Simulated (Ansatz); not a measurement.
Single-point calculation, with input and output: CH9NSi

CH9NSi, computed with RKS PBE0-D4/def2-TZVPP (Ansatz 0.2.0).

The geometry is the reactant side of a reaction. The reaction was set up to form Si1–N7 and H2–H6 and to break Si1–H2 and H6–N7 (atoms counted from 1 in the order of the input); sticks are drawn by distance alone. The geometry comes from this level: PBE0-D4/def2-TZVP.

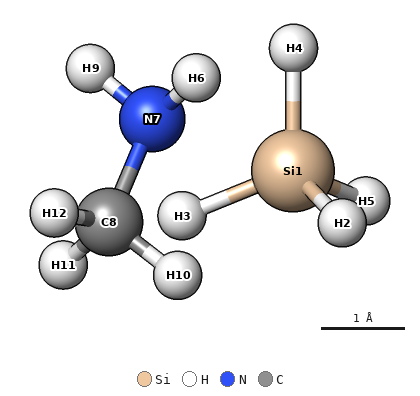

*The structure as given in the input (ball-and-stick view, seen at a tilt; atoms are numbered from 1 in the order of the input).*

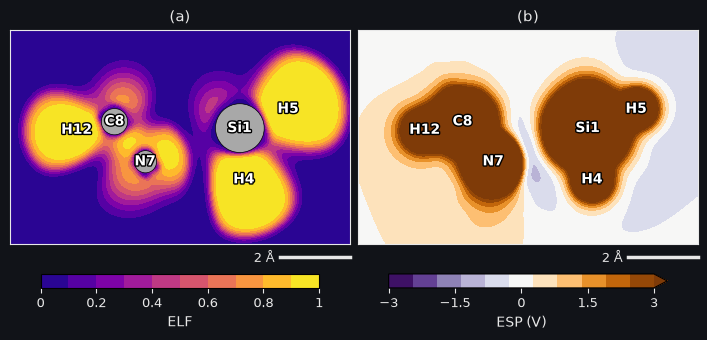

*(a) ELF; (b) molecular electrostatic potential on the plane of atoms H4, Si1 and H5. Grey discs, where drawn, cover atomic cores.*

Si1···N7 (2.87 Å): the ELF is only about 0.15 between them. C–N (1.45 Å): the ELF peaks at about 0.95 between the atoms, which marks a shared electron pair. Si–H (1.48 Å): the ELF climbs to about 1 towards the hydrogen.

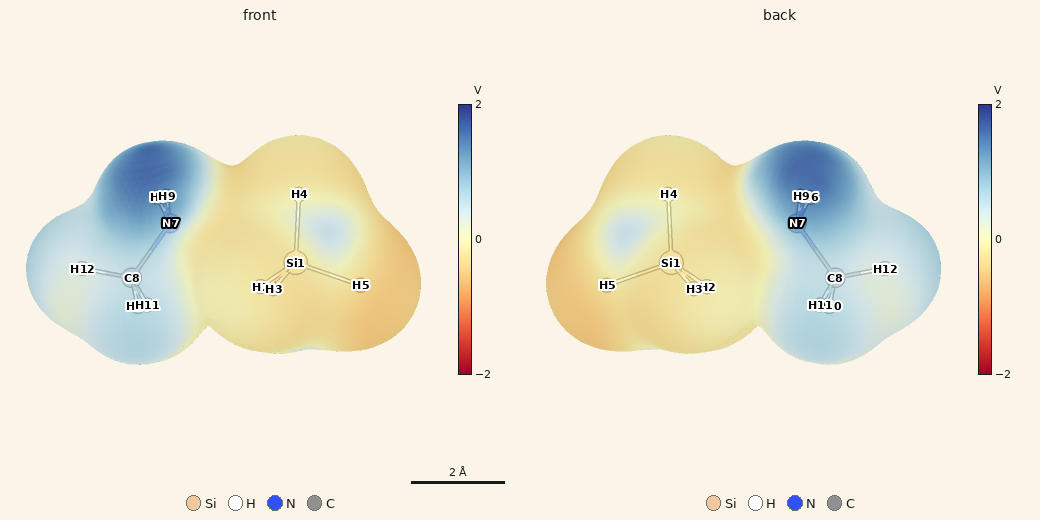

*The molecular electrostatic potential painted on the density surface at 0.002 e/bohr³, seen face on and from behind; red is negative and blue positive.*

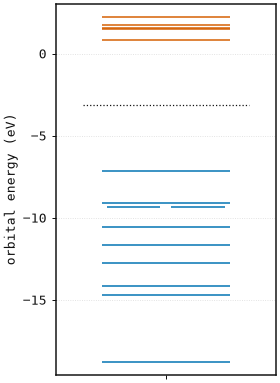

*Orbital energies near the frontier; the dotted line parts filled from empty levels, and levels within 0.02 eV of each other stand side by side.*

Highest filled −7.13 eV, lowest empty 0.84 eV, 7.97 eV apart.

These pictures come from the run below.

Input file
```yaml
crystal:
  periodic: [false, false, false]
  atoms:
    - {symbol: Si, position_ang: [-1.661864, 0.898248, -0.463223]}
    - {symbol: H, position_ang: [-0.499629, 1.816667, -0.380733]}
    - {symbol: H, position_ang: [-1.370856, -0.299175, -1.289326]}
    - {symbol: H, position_ang: [-2.203371, 0.548246, 0.872259]}
    - {symbol: H, position_ang: [-2.742507, 1.649212, -1.175908]}
    - {symbol: H, position_ang: [0.735961, -0.035481, 1.674556]}
    - {symbol: N, position_ang: [0.461612, -0.532154, 0.836495]}
    - {symbol: C, position_ang: [1.571269, -0.638459, -0.095552]}
    - {symbol: H, position_ang: [0.138957, -1.447309, 1.124129]}
    - {symbol: H, position_ang: [1.878783, 0.363153, -0.404143]}
    - {symbol: H, position_ang: [1.237150, -1.162489, -0.993578]}
    - {symbol: H, position_ang: [2.454394, -1.160658, 0.294924]}
basis:
  gaussian: {orbitals: def2-TZVPP}
hamiltonian: {xc: pbe0, dispersion: d4}
output: {orbitals: {seedname: orbitals}}
```

Launched with:
```bash
ansatz run in.yaml --threads 4 --pin off --events-out ev --progress --plain --max-ram 9574MiB
```

Log
```
Functional definition: PBE0
  name "PBE0"
  cite "Adamo & Barone, J. Chem. Phys. 110, 6158 (1999) doi:10.1063/1.478522"
  cite "Perdew, Burke & Ernzerhof, Phys. Rev. Lett. 77, 3865 (1996) doi:10.1103/PhysRevLett.77.3865"
  parent pbe
  parameter a = 0.25
  parameter kappa = 0.804
  parameter beta = 0.06672455060314922
  exchange = (1 - a)*pbe_x(kappa = kappa, mu = beta*pi^2/3) + a*exact_x
  correlation = pbe_c(beta = beta)
1157 factors; their error is unknown
mean field evaluation 1: about -10539.1809 eV, gradient 5.5e1 eV
mean field evaluation 2: about -10534.2516 eV, gradient 7.1e1 eV
mean field evaluation 4: about -10545.4788 eV, gradient 3.2e0 eV
mean field evaluation 8: about -10545.5143 eV, gradient 3.9e-2 eV
mean field -10545.51434886 eV, -387.5405043144 hartree, gradient 4.0e-5 eV, S^2 0.000000; 0 other end points of the search recorded, 0 dependent functions left out
reference -10545.51438310 eV, -387.5405055725 hartree; 18, 18 occupied and 212, 212 virtual orbitals, 1157 factors
Total energy: -10545.66099881 eV, -387.5458936006 hartree
```

Summary

```csv
quantity,value
outcome,converged
total energy,−10545.6610 eV
mean-field energy,−10545.5144 eV
dispersion energy,−0.1466 eV
SCF solution under orbital rotations,stable
HOMO,−7.13 eV
LUMO,0.84 eV
hardware,"4 threads of Arm Neoverse V1, 23 GiB of memory available, shared host"
wall time,1.6 s (CPU time 5.9 s)
peak memory,0.45 GiB
```
